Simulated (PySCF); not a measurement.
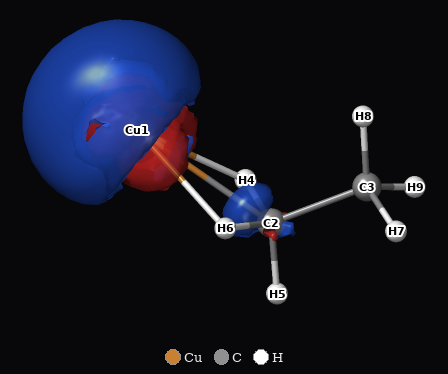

C2H6Cu, charge +1, SMILES `[Cu+].CC`. Unrelaxed difference density of S₁ less the ground state (TDA singlet states), ±0.03 e/Å³; blue: gain, red: loss.

PySCF calculation, B3LYP/def2-SVP, gas phase; geometry: GFN2-xTB. This is a single-reference result, which may miss multireference character in this system. The pair's geometry is semi-empirical, so its contact may be too short or too long. GFN2-xTB bond lengths at metals and heavier atoms can be off by up to 0.1 Å and shapes distorted, which carries into these values. Without diffuse functions Rydberg states are missing, so the states' numbers hold for this basis only.

Geometry (Å), atoms numbered from 1:

```
Cu1     -1.0809    0.0721    0.0000
C2       1.1624   -0.6194    0.0011
C3       2.3067    0.3963    0.0011
H4       0.5860   -0.5221   -0.9600
H5       1.5560   -1.6347   -0.0029
H6       0.5898   -0.5275    0.9547
H7       2.9325    0.2554    0.8734
H8       1.9372    1.4168    0.0044
H9       2.9291    0.2603   -0.8834
```

How does the charge move on excitation?

Answer. 0.80 e is displaced in all, mostly between regions of the same atoms. The state: 3.14 eV (395 nm), f = 0.002, metal-centred; the leading pair carries 100 %; hole on Cu1 (92 %), electron on Cu1 (88 %) and C2 (5 %); their centroids lie 0.4 Å apart.

The PySCF run took 88 s on 1 thread of Intel(R) Xeon(R) Processor @ 2.50GHz (Skylake/Cascade Lake) (shared host), peak memory 0.52 GiB.
